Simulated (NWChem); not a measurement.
# C2H2S (ethynethiol) at wB97X/def2-SVPD

What is the vertical ionisation energy of C2H2S (ethynethiol) at wB97X/def2-SVPD? 

Program for the calculation: NWChem 7.3.0.

## 1. Starting point

C2H2S: 5 atoms, total charge 0, spin state singlet. SMILES: `C#CS`. The coordinates come from a PBE0-D4/def2-TZVP relaxation.

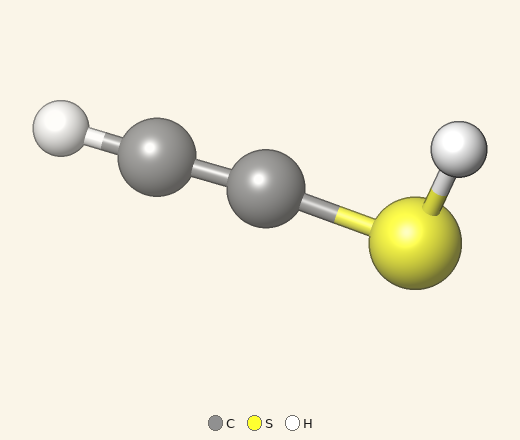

The structure, seen from a chosen angle (carbon grey, sulfur yellow, hydrogen white).

## 2. A single-point energy at wB97X/def2-SVPD

c2h2s.nw

```
START c2h2s
memory stack 880 mb heap 220 mb global 1100 mb
GEOMETRY units angstrom noautosym nocenter noautoz
C     -1.196800    -0.342000     0.001900
C      0.000700    -0.223700     0.026100
S      1.678900    -0.197600     0.083400
H     -2.256800    -0.433400    -0.021800
H      1.823900     1.123100    -0.131000
END
BASIS spherical bse
C library def2-SVPD
S library def2-SVPD
H library def2-SVPD
END
DFT
xc wb97x
grid fine
convergence energy 1e-08
iterations 100
mulliken
noprint "final vectors analysis"
END
TASK dft energy
```

Started as:

```bash
nwchem c2h2s.nw > c2h2s.out
```

What it wrote:

```text
[...]
          Wavefunction type:  closed shell.
          No. of atoms     :     5
          No. of electrons :    30
[...]
          Charge           :     0
          Spin multiplicity:     1
[...]
          AO basis - number of functions:    83
[...]
              XC Information
              --------------
                       wb97x  Method XC Functional
                     Hartree-Fock (Exact) Exchange  1.000
                         wb97x Exchange Functional  1.000
                      wb97x Correlation Functional  1.000
[...]
 d= 0,ls=0.0,diis     1   -475.2779896536 -5.54D+02  2.06D-02  3.10D-01     7.5
[...]
 d= 0,ls=0.0,diis    11   -475.3193173315 -1.37D-09  6.05D-07  4.01D-10    78.0
         Total DFT energy =     -475.319317331526
      One electron energy =     -809.193958736082
           Coulomb energy =      292.021895938044
    Exchange-Corr. energy =      -37.146641831522
 Nuclear repulsion energy =       78.999387298033
[...]
      Total Density - Mulliken Population Analysis
     ---------------------------------------------
    Atom       Charge   Shell Charges
 -----------   ------   -------------------------------------------------------
    1 C    6     6.81   1.98  0.92  1.50  0.05  2.04  0.31  0.02 -0.02
    2 C    6     4.83   1.99  0.95 -0.44 -0.45  2.06  0.62  0.04  0.07
    3 S   16    16.42   2.00  1.98  1.25  0.54  0.05  5.92  1.85  2.50  0.15  0.09  0.07
    4 H    1     1.16   0.75  0.38  0.03  0.01
    5 H    1     0.78   0.71  0.02  0.03  0.03
[...]
```

Wall time 79 s (1 thread of Intel Xeon Platinum 8259CL at 2.50GHz (Skylake/Cascade Lake), shared host); peak memory 0.11 GiB.

## 3. The doublet cation at the same level

c2h2s.nw

```
start c2h2s
title "C2H2S wB97X"
memory stack 880 mb heap 220 mb global 1100 mb
charge 1
geometry noautosym nocenter noautoz
C     -1.196800    -0.342000     0.001900
C      0.000700    -0.223700     0.026100
S      1.678900    -0.197600     0.083400
H     -2.256800    -0.433400    -0.021800
H      1.823900     1.123100    -0.131000
end
basis spherical bse
* library def2-SVPD
end
dft
xc wb97x
mult 2
grid fine
convergence energy 1e-08
iterations 100
mulliken
noprint "final vectors analysis"
end
task dft
```

Started as:

```bash
nwchem c2h2s.nw > c2h2s.out
```

What it wrote:

```text
[...]
          Wavefunction type:  spin polarized.
          No. of atoms     :     5
          No. of electrons :    29
[...]
          Charge           :     1
          Spin multiplicity:     2
[...]
          AO basis - number of functions:    83
[...]
              XC Information
              --------------
                       wb97x  Method XC Functional
                     Hartree-Fock (Exact) Exchange  1.000
                         wb97x Exchange Functional  1.000
                      wb97x Correlation Functional  1.000
[...]
 d= 0,ls=0.0,diis     1   -474.8881307095 -5.54D+02  1.28D-02  2.41D-01     7.8
[...]
 d= 0,ls=0.0,diis    14   -474.9717060780 -8.63D-09  4.71D-07  1.30D-10   101.2
[...]
         Total DFT energy =     -474.971706078048
      One electron energy =     -800.744160093078
           Coulomb energy =      283.601752570210
    Exchange-Corr. energy =      -36.828685853213
 Nuclear repulsion energy =       78.999387298033
[...]
      Total Density - Mulliken Population Analysis
     ---------------------------------------------
    Atom       Charge   Shell Charges
 -----------   ------   -------------------------------------------------------
    1 C    6     6.72   1.99  0.97  1.57  0.05  1.94  0.23  0.03 -0.05
    2 C    6     4.68   1.99  0.96 -0.47 -0.42  2.05  0.62  0.03 -0.07
    3 S   16    16.02   2.00  1.98  1.33  0.50  0.02  5.92  1.77  2.25  0.10  0.10  0.04
    4 H    1     0.95   0.72  0.24  0.03 -0.04
    5 H    1     0.63   0.68 -0.07  0.03 -0.01
[...]
      <S2> =      0.7744 (Exact =     0.7500)
[...]
```

It took 1.7 min on 1 thread of Intel Xeon Platinum 8259CL at 2.50GHz (Skylake/Cascade Lake), shared host; peak memory 0.11 GiB.

## 4. Results

At wB97X/def2-SVPD:

| quantity | value |
| --- | --- |
| singlet C2H2S: total energy | -475.31932 Eh |
| singlet C2H2S: dipole moment | 0.90 D |
| doublet cation: total energy | -474.97171 Eh |
| doublet cation: ⟨S²⟩ | 0.774 |
| vertical ionisation energy (to the doublet cation) | 9.459 eV |

In words: The vertical ionisation energy comes to 9.46 eV (218 kcal/mol).
